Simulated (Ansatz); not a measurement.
**H2O3 (trioxidane) at 6 levels**

Wanted: a comparison of 6 runs (HF/STO-3G, PBE0/STO-3G, UB3LYP/STO-3G, UMP2/STO-3G, UCCSD(T)/STO-3G, FCI/STO-3G) of H2O3 (trioxidane). 

The results are computed with Ansatz 0.2.0.

27 further runs of the same task are left out: 2 that didn't finish, 25 set aside as unsound or not needed.

### 1 Starting point

H2O3: 5 atoms, total charge 0, spin state singlet. SMILES: `OOO`. The H4–O1 distance was set to 1.937 Å, away from the relaxed value. At this shape a bond of the SMILES string is far longer than usual.

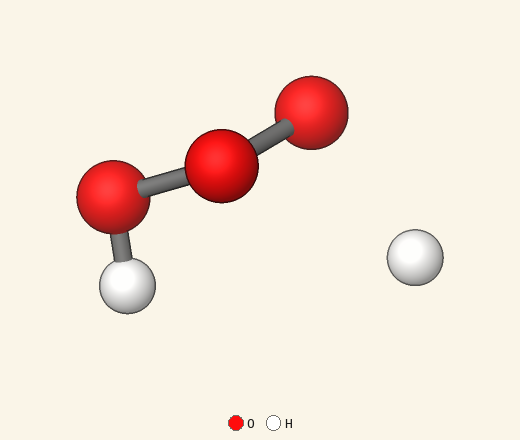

The structure, seen from a chosen angle (oxygen red, hydrogen white).

### 2 A single-point energy at HF/STO-3G (run 1)

The input, molecule.yaml:

```yaml
crystal:
  periodic: [false, false, false]
  atoms:
    - {symbol: O, position_ang: [-0.626246, -1.428106, 0.392905]}
    - {symbol: O, position_ang: [0.208424, -0.771716, 1.309275]}
    - {symbol: O, position_ang: [1.515164, -0.794986, 0.800115]}
    - {symbol: H, position_ang: [-1.310410, 0.028200, -0.685190]}
    - {symbol: H, position_ang: [1.581354, 0.054064, 0.339045]}
basis:
  gaussian:
    orbitals: STO-3G
magnetization:
  spin_polarized: false
hamiltonian:
  xc: hf
accuracy: high
```

Run with:

```console
$ ansatz run molecule.yaml --threads 1 --pin off --max-ram 3480MiB --events-out events.jsonl --progress --plain --runs-dir runs
```

Output:

```text
Warning: RAYON_NUM_THREADS=1 ignored (pool sized by the plan → 1); use --threads N
Functional definition: HF
  name "HF"
  exchange = exact_x
  correlation = 0
296 factors; integrals over basis functions are off by at most 4.4e-8 eV
mean field evaluation 1: about -6047.7374 eV, gradient 2.2e1 eV
mean field evaluation 2: about -6047.9379 eV, gradient 2.2e1 eV
mean field evaluation 4: about -6049.8384 eV, gradient 2.7e0 eV
mean field evaluation 8: about -6049.8982 eV, gradient 1.3e-1 eV
mean field -6049.89835665 eV, -222.3296638384 hartree, gradient 1.5e-8 eV, S^2 0.000000; 0 other end points of the search recorded, 0 dependent functions left out
reference -6049.89835665 eV, -222.3296638384 hartree; 13, 13 occupied and 4, 4 virtual orbitals, 296 factors
Total energy: -6049.89835665 eV, -222.3296638384 hartree
```

Run time: 0.08 s. Hardware: 1 thread of Arm Neoverse V1, shared host.

### 3 A single-point energy at PBE0/STO-3G (run 2)

molecule.yaml, as its differences from that of step 2:

```diff
@@ -11,6 +11,5 @@
     orbitals: STO-3G
-magnetization:
-  spin_polarized: false
+total_charge: 0
 hamiltonian:
-  xc: hf
+  xc: {name: PBE0}
 accuracy: high
```

Run with:

```console
$ ansatz run molecule.yaml --threads 1 --pin off --max-ram 3480MiB --events-out events.jsonl --progress --plain --runs-dir runs
```

Output:

```text
Warning: RAYON_NUM_THREADS=1 ignored (pool sized by the plan → 1); use --threads N
Functional definition: PBE0
  name "PBE0"
  parameter a = 0.25
  parameter kappa = 0.804
  parameter beta = 0.06672455060314922
  exchange = (1 - a)*pbe_x(kappa = kappa, mu = beta*pi^2/3) + a*exact_x
  correlation = pbe_c(beta = beta)
296 factors; integrals over basis functions are off by at most 4.4e-8 eV
mean field evaluation 1: about -6071.2667 eV, gradient 3.1e1 eV
mean field evaluation 2: about -6065.1152 eV, gradient 4.2e1 eV
mean field evaluation 4: about -6074.3895 eV, gradient 6.6e0 eV
mean field evaluation 8: about -6074.5977 eV, gradient 3.0e-1 eV
mean field evaluation 16: about -6074.5982 eV, gradient 8.0e-6 eV
mean field -6074.59819183 eV, -223.2373660393 hartree, gradient 9.0e-8 eV, S^2 0.000000; 0 other end points of the search recorded, 0 dependent functions left out
reference -6074.59819293 eV, -223.2373660796 hartree; 13, 13 occupied and 4, 4 virtual orbitals, 296 factors
Total energy: -6074.59819293 eV, -223.2373660796 hartree
```

Wall time 0.95 s (1 thread of Arm Neoverse V1, shared host); peak memory 0.091 GiB.

Run 3 isn't shown in full; the table further down has it.

### 4 A single-point energy at UMP2/STO-3G (run 4)

molecule.yaml, as its differences from that of step 3:

```diff
@@ -11,5 +11,7 @@
     orbitals: STO-3G
-total_charge: 0
-hamiltonian:
-  xc: {name: PBE0}
 accuracy: high
+correlation:
+  method: mp2
+  frozen_orbitals: {H: 0, O: 1}
+magnetization:
+  spin_polarized: true
```

Run with:

```console
$ ansatz run molecule.yaml --threads 1 --pin off --max-ram 3480MiB --events-out events.jsonl --progress --plain --runs-dir runs
```

Output (excerpt; [...] marks lines left out):

```text
Warning: RAYON_NUM_THREADS=1 ignored (pool sized by the plan → 1); use --threads N
[... 2 set-up lines as earlier in the session ...]
[...]
296 factors; integrals over basis functions are off by at most 4.4e-8 eV
[...]
mean field -6053.81854620 eV, -222.4737281474 hartree, gradient 9.1e-8 eV, S^2 0.954688; 9 other end points of the search recorded, 0 dependent functions left out
3 core orbitals not correlated: weight in the atoms' cores, before any rotation towards them, 1.000 or more for the frozen orbitals, at most 0.000 for the correlated occupied ones
reference -6053.81854620 eV, -222.4737281474 hartree; 10, 10 occupied and 4, 4 virtual orbitals, 296 factors
second order -2.79495635 eV of doubles, -0.00000000 eV of singles
Total energy: -6056.61350255 eV, -222.5764408987 hartree
```

Run time: 0.28 s. Hardware: 1 thread of Arm Neoverse V1, shared host.

Run 5 isn't shown in full; the table further down has it.

### 5 The energy at FCI/STO-3G (run 6)

The input, input.yaml:

```yaml
crystal:
  periodic: [false, false, false]
  atoms:
    - {symbol: O, position_ang: [-0.626246, -1.428106, 0.392905]}
    - {symbol: O, position_ang: [0.208424, -0.771716, 1.309275]}
    - {symbol: O, position_ang: [1.515164, -0.794986, 0.800115]}
    - {symbol: H, position_ang: [-1.310410, 0.028200, -0.685190]}
    - {symbol: H, position_ang: [1.581354, 0.054064, 0.339045]}
basis:
  gaussian: {orbitals: STO-3G}
correlation: {method: fci, frozen_orbitals: {H: 0, O: 1}}
accuracy: high
```

Run with:

```console
$ ansatz run input.yaml --threads 1 --pin off --max-ram 3480MiB --events-out events.jsonl --progress --plain --runs-dir runs
```

Output (excerpt; [...] marks lines left out):

```text
Warning: RAYON_NUM_THREADS=1 ignored (pool sized by the plan → 1); use --threads N
[... 2 set-up lines as earlier in the session ...]
[...]
296 factors; integrals over basis functions are off by at most 4.4e-8 eV
[...]
mean field -6049.89835665 eV, -222.3296638384 hartree, gradient 1.5e-8 eV, S^2 0.000000; 0 other end points of the search recorded, 0 dependent functions left out; unrestricted orbitals would lower it
[...]
unrestricted determinant -6053.81854619 eV, -222.4737281470 hartree, S^2 0.9547
3 core orbitals not correlated: weight in the atoms' cores, before any rotation towards them, 1.000 or more for the frozen orbitals, at most 0.000 for the correlated occupied ones
reference -6049.89835665 eV, -222.3296638384 hartree; 10, 10 occupied and 4, 4 virtual orbitals, 296 factors
state -6058.21164407 eV, -222.6351715161 hartree
Total energy: -6058.21164407 eV, -222.6351715161 hartree
```

Wall time 6 s (1 thread of Arm Neoverse V1, shared host); peak memory 0.14 GiB.

### 6 Overview of the runs

```csv
run,level,frozen core orbitals,energy (Eh),wall time
1,HF/STO-3G,–,-222.329664,0.08 s
2,PBE0/STO-3G,–,-223.237366,0.95 s
3,UB3LYP/STO-3G,–,-223.461443,4.2 s
4,UMP2/STO-3G,3,-222.576441,0.28 s
5,UCCSD(T)/STO-3G,3,-222.629542,0.6 s
6,FCI/STO-3G,3,-222.635172,6 s
```

### 7 What came out

```
                                          quantity          value
                               run 6: total energy  -222.63517 Eh
run 6: correlation energy (3 core orbitals frozen)     -305.5 mEh
```

Against full CI in this basis: HF +305.5 mEh; UMP2 +58.7 mEh; UCCSD(T) +5.6 mEh. Totals of different functionals can't be ranked against each other. In runs 1, 2, 3, 4, 5, 6 the basis is minimal, so the values are rough. In runs 1, 2 a closed-shell determinant meets a far-stretched bond, which it describes badly. Spin contamination of the reference: run 4 ⟨S²⟩ = 0.95, run 5 ⟨S²⟩ = 0.95, run 3 ⟨S²⟩ = 0.73. Where it is this large, the reference is a mixture of spin states, and values that rest on it are in doubt. All runs together took 12 s, the longest 6 s.
